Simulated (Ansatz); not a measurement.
System: CH4AlF.

```yaml
atoms:
  - { symbol: Al, position_ang: [0.5974, 0.0380, -0.0026] }
  - { symbol: C, position_ang: [1.0827, -0.0305, 1.8871] }
  - { symbol: H, position_ang: [0.2249, -0.2176, 2.5423] }
  - { symbol: H, position_ang: [1.8224, -0.8229, 2.0626] }
  - { symbol: H, position_ang: [1.5496, 0.9115, 2.2040] }
  - { symbol: H, position_ang: [1.6279, 0.2213, -1.1944] }
  - { symbol: F, position_ang: [-0.9977, -0.0997, -0.4480] }
```

Theory: RKS B3LYP/6-31G* in Ansatz 0.2.0.

Question: What will maps of the electron density and electron localisation function show?

Answer: Al–F (1.66 Å): ρ at the midpoint is about 0.81 e/Å³; the ELF peaks at about 0.85 in the valence shell of F, 0.6 Å from its nucleus, and is about 0.20 at the midpoint.
C–Al (1.95 Å): ρ is about 0.72 e/Å³ halfway; the ELF peaks at about 0.95 between the atoms; a shared but strongly polarised pair.
C–H (1.10 Å): ρ at the midpoint is about 1.9 e/Å³; the ELF climbs to about 1 towards the hydrogen, as it does in any bond to H (a covalent bond by its length).
Al–H (1.59 Å): ρ at the midpoint is about 0.53 e/Å³; the ELF climbs to about 1 towards the hydrogen.

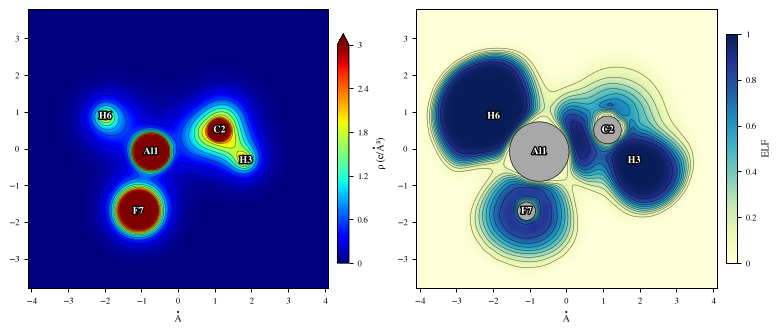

Computed electron density and electron localisation function on the plane of atoms Al1, C2 and H3, in this order. Grey discs cover the atomic cores in the ELF map. 
